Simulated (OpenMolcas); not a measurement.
## C2HF2: a line through the functionals

C2HF2: 5 atoms, total charge 0, spin state doublet. SMILES: `[CH]=C(F)F`. The coordinates come from a PBE0-D4/def2-TZVP relaxation.

The electronic atomisation energy y, in eV, basis aug-cc-pVDZ; a is the functional's share of exact exchange. Programs: OpenMolcas 26.06.

| functional | program | a | y (eV) |
| --- | --- | --- | --- |
| U-revPBE | OpenMolcas | 0 | 19.87 |
| UPBE | OpenMolcas | 0 | 20.88 |
| UB3LYP | OpenMolcas | 0.2 | ? |
| UPBE0 | OpenMolcas | 0.25 | 19.97 |
| UBHLYP | OpenMolcas | 0.5 | 18.38 |

Fit y = c + s·a to the known rows and predict UB3LYP.


1. Means of the 4 rows: a = 0.1875, y = 19.775.
2. Σ(Δa)² = 0.17188, Σ(Δa·Δy) = -0.64875, so the slope is -0.64875/0.17188 = -3.7744.
3. Intercept: 19.775 − (-3.7744) × 0.1875 = 20.483. The largest residual of the fit is 0.61.
4. UB3LYP: 20.483 + (-3.7744) × 0.2 = 19.73 eV.

The run gave 19.55 eV, so the prediction is off by +0.18 eV, within the largest residual. The rows mix families of semi-local functionals, which the line can't see.

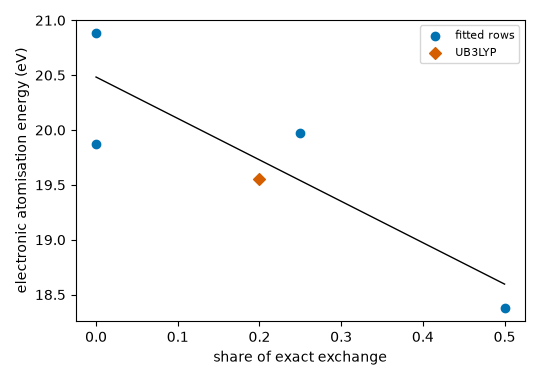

The fitted line, with the withheld row.
